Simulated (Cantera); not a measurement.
Feed: 1 mol MgSO4, a varied amount of CO2, held at 1323 K and 3.30 bar.

Equilibrium computed with Cantera from the NASA thermochemical tables; the gas is ideal and each condensed phase is pure. Candidate condensed phases: C, Mg, MgCO3, MgO, MgS, MgSO4, S; 26 gas species. Mutual solubility and eutectic melting of coexisting phases are not modelled. Kinetics and transport are ignored.

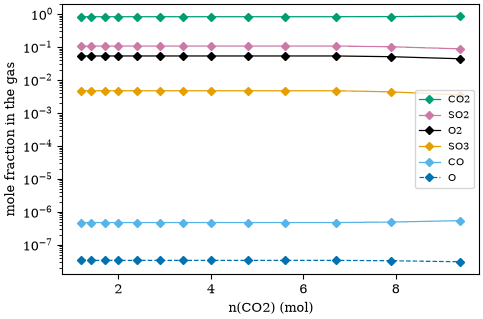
Equilibrium gas composition (values under 1e-9 drawn at 1e-9)

From 1.2 mol CO2 to 6.7 mol CO2 the condensed part is MgO(s) + MgSO4(s). From 7.9 mol CO2 to 9.4 mol CO2 the condensed part is MgO(s).
